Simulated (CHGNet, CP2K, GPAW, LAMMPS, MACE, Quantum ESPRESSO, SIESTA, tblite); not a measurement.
**Forces in glassy 45P2O5-55ZnO (mol %) (85 atoms), program by program**

One geometry of glassy 45P2O5-55ZnO (mol %) (85 atoms) is solved by several programs and methods. How far do their forces lie from a plane-wave PBE run?

Results are calculated, not measured.

## Step 1: The structure

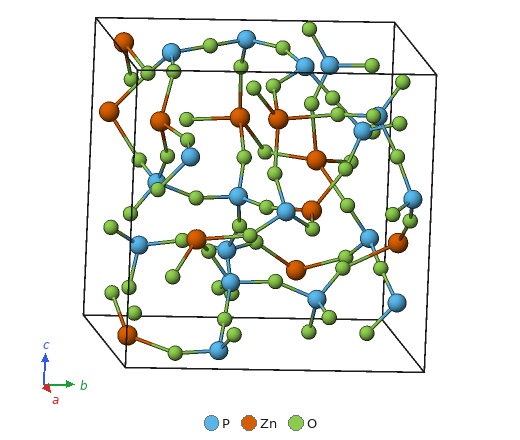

The cell (phosphorus blue, zinc orange, oxygen green). Bonds to atoms that aren't drawn are left out. Some periodic images of atoms are drawn too.

The cell holds 85 atoms (18 P, 11 Zn and 56 O), with edges of 10.50, 10.50 and 10.50 Å. Recipe: 85 atoms (18 P, 11 Zn, 56 O) placed at random at 3.06 g/cm³, melted at 4000 K for 10 ps at fixed volume with the Morse and Coulomb pair potential with partial charges (Pedone, Malavasi, Menziani, Cormack and Segre, J. Phys. Chem. B 110, 11780 (2006)). Quenched from 4000 K to 300 K at 500 K/ps and fixed volume, held 10 ps at zero pressure, then minimised at fixed cell. The density is 3.12 g/cm³.

## Step 2: The reference input

Quantum ESPRESSO 7.5: Kohn-Sham DFT, PBE, SSSP efficiency 1.3.0 pseudopotentials, plane waves. Its input, pw.in:

```
&control
  calculation = 'scf'
  pseudo_dir = './pseudo'
  outdir = './tmp'
  disk_io = 'none'
  tprnfor = .true.
  tstress = .true.
/
&system
  ibrav = 0
  nat = 85
  ntyp = 3
  ecutwfc = 60
  ecutrho = 480
  nosym = .true.
  occupations = 'smearing'
  smearing = 'fd'
  degauss = 0.003675
/
&electrons
  conv_thr = 4.3e-07
  electron_maxstep = 100
  mixing_beta = 0.4
  mixing_mode = 'plain'
  diagonalization = 'david'
/
ATOMIC_SPECIES
P 30.974 P.upf
Zn 65.380 Zn.upf
O 15.999 O.upf
CELL_PARAMETERS angstrom
10.49771 0.00000 0.00000
0.00000 10.49771 0.00000
0.00000 0.00000 10.49771
ATOMIC_POSITIONS crystal
P 0.28642 0.46483 0.98490
P 0.95120 0.19614 0.70237
P 0.68404 0.67757 0.18483
P 0.52112 0.63028 0.93716
[... 79 atom lines left out ...]
O 0.97469 0.79859 0.85414
O 0.95663 0.15232 0.29983
K_POINTS gamma
```

```console
$ OMP_NUM_THREADS=1 mpirun -np 4 pw.x -in pw.in > output.txt
```

It took 4.1 min on 4 MPI ranks of Arm Neoverse V1, shared host; peak memory 3.7 GiB.

It converged with an r.m.s. force component of 1.1 eV/Å and a pressure of 2.3 GPa.

Its highest filled and lowest empty levels lie 1.68 eV apart on its k-points.

## Step 3: The other programs

- CHGNet: machine-learned potential, published weights.
- CP2K 2026.2: Gaussian basis with GTH pseudopotentials and a plane-wave density; labels give functional, basis (MOLOPT sets; SR short-range, UZH the newer set with its own potentials), grid cutoff/relative cutoff and solver (OT: orbital transformation; TRS4, TC2, SIGN: linear-scaling purification with its sparsity filter), or its built-in tight binding.
- GPAW 26.7.0: PAW with atomic orbitals (LCAO), plane waves or a real-space grid of spacing h.
- MACE: machine-learned potential, published weights.
- Quantum ESPRESSO 7.5: plane waves; labels (QE) give functional, pseudopotential set and cutoffs of waves/density.
- SIESTA 5.4.2: numerical atomic orbitals, whose automatically made sets are far from complete, with PseudoDojo norm-conserving potentials that we converted to its format (checked against plane waves on the same files for H, C, O, Si, Ge and Ca alone); labels give functional, basis size, energy shift and mesh cutoff.
- tblite 0.8.0: extended tight binding, driven from Python.

All use the same cell and atoms, and the electronic-structure runs the same k-mesh.

## Step 4: All runs compared

Differences are against the reference: forces as r.m.s. over components, share as that over the reference's r.m.s. force, slope as the fitted ratio of a run's forces to the reference's.

```
                                                                      run  Δ force, r.m.s. (meV/Å)  share (%)  slope  Δ pressure (GPa)  Δ gap (eV)  cores  CPU time  memory (GiB)
                                                                reference                        -          -      -                 -           -      4    16 min           3.7
                                                   CHGNet 0.3.0 potential                      296       26.0  0.823            -0.407           -      1     4.8 s           1.1
                    CP2K PBE, DZVP-MOLOPT-SR, 280/50 Ry, OT DIIS (coarse)                      834       73.2  1.024             0.841      -0.236      2   7.7 min          0.81
                    CP2K PBE, DZVP-MOLOPT-SR, 560/50 Ry, OT DIIS (coarse)                      158       13.8  1.052             0.367      -0.222      4    10 min           2.7
                     CP2K PBE, DZVP-MOLOPT-SR, 800/50 Ry, diagonalisation                      144       12.7  1.046             0.357      -0.222      4   5.6 min           6.1
                     CP2K PBE, SZV-MOLOPT-SR, 800/50 Ry, OT DIIS (coarse)                     3310        291  2.120              35.0      -0.956      2   7.7 min           2.2
CP2K PBE, SZV-MOLOPT-SR, 800/50 Ry, TRS4 filter 1e-05, SCF 1e-06 (coarse)                     3320        291  2.121              35.0           -      2      85 s           2.2
CP2K PBE, SZV-MOLOPT-SR, 800/50 Ry, TRS4 filter 1e-06, SCF 1e-06 (coarse)                     3319        291  2.121              35.0           -      2      86 s           2.2
CP2K PBE, SZV-MOLOPT-SR, 800/50 Ry, TRS4 filter 1e-07, SCF 1e-07 (coarse)                     3310        291  2.119              35.0           -      2     2 min           2.2
            CP2K RPBE, PBE potentials, DZVP-MOLOPT-SR, 800/50 Ry, OT DIIS                      206       18.1  1.038              2.29      -0.144      4    11 min           3.6
                                             GPAW PBE, LCAO dzp, h 0.18 Å                      518       45.5  1.248                 -      -0.257      1   2.5 min           1.6
                       GPAW PBE, LCAO dzp, h 0.18 Å, other mixer settings                      519       45.6  1.248                 -      -0.257      2   3.4 min           1.8
                                    GPAW PBE, LCAO dzp, h 0.22 Å (coarse)                      542       47.6  1.245                 -      -0.263      1      94 s          0.89
                                GPAW PBE, LCAO sz(dzp), h 0.18 Å (coarse)                     3177        279  1.996                 -       -1.09      1      58 s           1.3
                                              MACE MP-0b2 small potential                      258       22.6  0.849            -0.919           -      1     7.6 s          0.67
                                              MACE MPA-0 medium potential                      196       17.2  0.889            -0.835           -      1     9.4 s           1.1
                        QE PBE, sssp-1.3.0-efficiency, 30/240 Ry (coarse)                     45.0       3.95  1.010             -43.1      -0.048      2   5.2 min           1.3
                      SIESTA PBE, DZ, shift 0.01 Ry, mesh 500 Ry (coarse)                     2448        215  1.768              20.2      -0.284      2     2 min           1.1
                     SIESTA PBE, DZP, shift 0.01 Ry, mesh 150 Ry (coarse)                      317       27.8  1.191             0.183     -0.0328      2      62 s          0.66
                              SIESTA PBE, DZP, shift 0.01 Ry, mesh 500 Ry                      312       27.4  1.190             0.148     -0.0333      2   3.6 min           1.6
                     SIESTA PBE, SZP, shift 0.01 Ry, mesh 500 Ry (coarse)                      987       86.6  1.595              6.04      -0.183      2     3 min           1.4
                                                          tblite GFN1-xTB                      502       44.1  0.824              2.25           -      1     4.7 s          0.12
```

Rows marked coarse were listed beforehand as settings not expected to be converged; some can still land near the reference.

Times of the machine-learned potentials are mostly Python's start and the loading of weights.

Runs without a result: CP2K GFN1-xTB, OT DIIS (not converged).

CPU time is summed over cores on shared hosts, so it is rough.

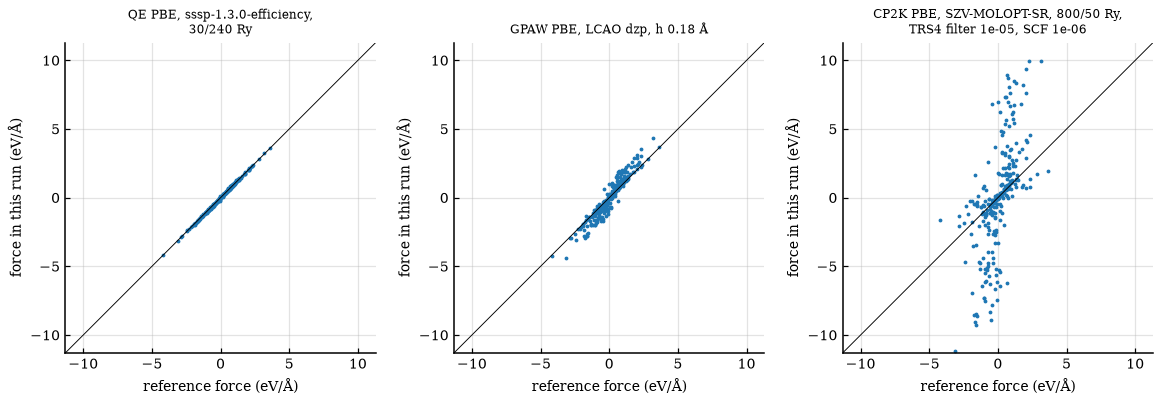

Force components against those of the reference; the line marks equality.

## Step 5: Findings

Forces lie from 4.0 % (QE PBE, sssp-1.3.0-efficiency, 30/240 Ry, coarse) to 291 % (CP2K PBE, SZV-MOLOPT-SR, 800/50 Ry, TRS4 filter 1e-05, SCF 1e-06, coarse) of the reference's r.m.s. force of 1.1 eV/Å away from it. The PBE runs in local orbitals, coarse settings apart, differ by 13 % (CP2K PBE, DZVP-MOLOPT-SR, 800/50 Ry, diagonalisation) to 46 % (GPAW PBE, LCAO dzp, h 0.18 Å, other mixer settings); basis, grid and potentials can all enter. Tight binding differs by 44 % (tblite GFN1-xTB); it is another model, with fitted parameters of its own, and the xTB methods hold dispersion. Machine-learned potentials differ by 17 % (MACE MPA-0 medium potential) to 26 % (CHGNet 0.3.0 potential); they were trained on other programs' data. Among those trained on PBE data the slope goes as low as 0.82, which softening far from their training structures can give, though the reference's k-sampling is untested too.

Rows with another functional or a dispersion term differ by 18 % (CP2K RPBE, PBE potentials, DZVP-MOLOPT-SR, 800/50 Ry, OT DIIS), which mixes the change of model with differences of basis and potentials, some of them made for another functional. Runs with settings chosen to be coarse differ by 4.0 % (QE PBE, sssp-1.3.0-efficiency, 30/240 Ry) to 291 % (CP2K PBE, SZV-MOLOPT-SR, 800/50 Ry, TRS4 filter 1e-05, SCF 1e-06), their programs' other errors included. SIESTA PBE, DZP, shift 0.01 Ry, mesh 150 Ry stiffens the forces by a factor of 1.19 while following their directions (correlation 0.986). From CP2K PBE, DZVP-MOLOPT-SR, 280/50 Ry, OT DIIS to the finer CP2K PBE, DZVP-MOLOPT-SR, 800/50 Ry, diagonalisation the share falls from 73 to 13 %. From GPAW PBE, LCAO dzp, h 0.22 Å to the finer GPAW PBE, LCAO dzp, h 0.18 Å, other mixer settings the share goes from 47.6 to 45.6 %, so the grid isn't what parts these runs from the reference. Pressures at PBE, coarse settings apart, lie +0.15 to +0.36 GPa from the reference's. Gaps at PBE, coarse settings apart, lie -0.26 to -0.03 eV from the reference's. A pressure off by over 25 GPa (CP2K PBE, SZV-MOLOPT-SR, 800/50 Ry, OT DIIS, CP2K PBE, SZV-MOLOPT-SR, 800/50 Ry, TRS4 filter 1e-05, SCF 1e-06, CP2K PBE, SZV-MOLOPT-SR, 800/50 Ry, TRS4 filter 1e-06, SCF 1e-06 and 2 more) is no usable stress for this cell.

Caveats: Periodic xTB results under one method name differ between programs and library versions. The potentials hold different valence shells: 646 electrons in the reference, 558 in CP2K with SZV-MOLOPT-SR and 558 in GPAW; this bears on time and differences. The reference's pressure holds the uncorrected Pulay stress of its 60 Ry basis, so small pressure differences may be the reference's own error. In our tests on small cells the SSSP efficiency potentials stood apart from two norm-conserving sets, for C–F bonds most and for P–O bonds less, so differences from this reference needn't be the other run's error. Machine-learned potentials mimic data converged in k, so the reference's own k-point error enters their differences. The quench rate of 500 K/ps is many orders above laboratory rates, so the cell is likely richer in defects and strain than a real sample. The network of bonds at the start is that of the classical potential that made the cell, and needn't be the one that DFT or experiment would give. The electronic-structure runs sample only Γ, in a cell whose shortest periodic width is 10 Å. The reference's pressure of 2.3 GPa reflects the volume that the recipe set, positions that aren't this level's minimum and the basis. Where levels are smeared, the DFT runs use Fermi–Dirac occupations at 580 K (0.05 eV), and energies are free energies. The reference's cutoffs and mesh weren't converged further here.

[Logs are printed without paths, hosts, clocks, repeated set-up lines and the standing remarks that a program may print on its own settings, such as how far it seeks lower states.]

[Hosts, paths, dates, database ids (printed as entryN), source tags and the programs' standing remarks are cut or masked in the printed files.]

[Cells were taken only where this reference lay near another plane-wave run.]
